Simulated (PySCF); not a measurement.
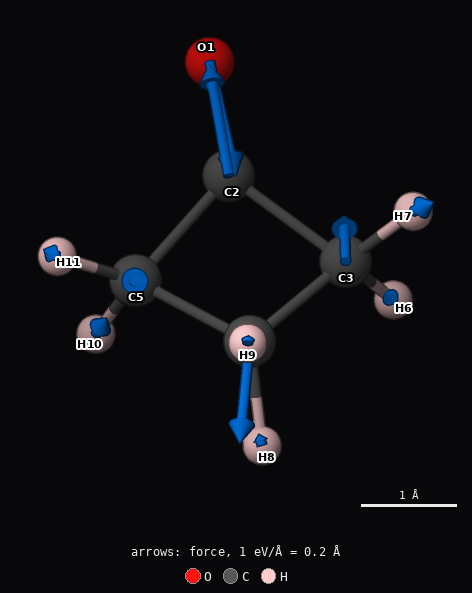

Starting geometry of C4H6O with the computed forces as blue arrows. The picture is a ball-and-stick view, seen at a tilt.

The start comes from MMFF94s. Its atoms were then displaced at random by about 0.03 Å.

Method: PySCF, PBE0-D3(BJ)/def2-SVP geometry optimisation, gas phase. 

What follows when this structure is relaxed?

It isn't relaxed: the largest force vector, on C atoms, is 6.73 eV/Å. The final displacements follow the starting forces only in part (cosine between the two patterns 0.66). The atom that moves furthest after the best rigid fit is a C atom (0.11 Å). By element the largest moves are C 0.11 Å, O 0.10 Å, H 0.07 Å. Near-neighbour distances that change, for instance: C–C 1.437 → 1.548 Å, C–O 1.293 → 1.195 Å, C–C 1.485 → 1.548 Å, C–H 1.155 → 1.103 Å. Bond angles that change, for instance: H–C–H 100.0° → 108.5°, C–C–C 98.8° → 90.5°, C–C–C 83.6° → 87.9°. After 6 geometry steps the energy has fallen by 88.3 kJ/mol. Cost: 18 s on 1 thread of Arm Neoverse V2, on a shared host.
